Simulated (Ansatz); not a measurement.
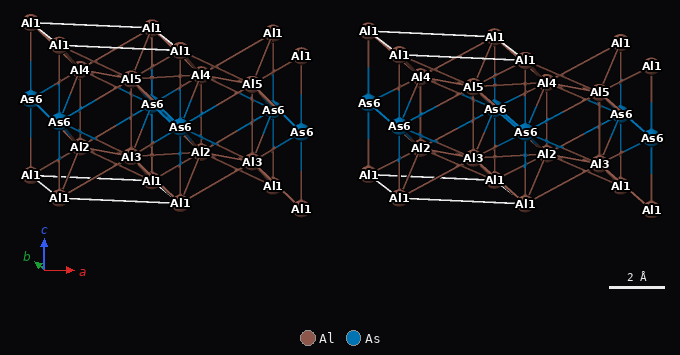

Two geometries of solid Al$_{5}$As (a generated structure, set up in Cmmm), drawn at one scale. One is the start of a relaxation, the other its converged end. A ball-and-stick model of the cell of the calculation, repeated 2 × 1 × 1 with one cell outlined, seen slightly off an axis.

Computed with Ansatz, DFT PBE, scalar-relativistic, plane waves, PAW. Set-up: plane-wave cutoff 420 eV; k-point mesh 10 × 10 × 8; occupations gaussian; smearing width 0.1 eV; no spin polarisation; cell and atoms relaxed; force threshold 0.01 eV/Å; at most 80 steps.

**Which geometry has the lower energy?**

The left one is the relaxed one. The largest moves relative to the cell, 0.031 Å, are those of Al2, Al3, Al4 and Al5. Al4 goes along [−1 1 2]. As stays in place. The volume changes by −1.2 %, with a = b 4.776 → 4.575 Å (−4.2 %), c 5.376 → 5.729 Å (+6.6 %), γ 117.4° → 116.3°. Near-neighbour distances that change, for instance: Al2–Al4 2.677 → 2.901 Å, Al1–As6 2.688 → 2.864 Å, Al2–Al4 (another image) 2.698 → 2.828 Å, Al2–Al3 2.813 → 2.706 Å. Among the angles between lasting bonds that change: Al2–Al1–Al3 127.0° → 122.1°, Al2–Al3–Al2 123.6° → 126.1°, Al2–Al1–As6 116.5° → 118.9°. The space group stays Cmmm (No. 65). The energy falls by 97.5 meV per cell of the calculation in 9 accepted moves (11 points after the start). Largest force component: 0.12 eV/Å at the start, 0.00044 eV/Å at the end. The pressure goes from −0.24 to 0.00 GPa. The SCF was repeated twice at an unchanged geometry on a basis and grid sized afresh for the cell, which shifted the energy by 1.7 meV per cell of the calculation at most. Cost: 4.4 min on 1 thread of Arm Neoverse V1, with other jobs on the host, peak memory 0.56 GiB.
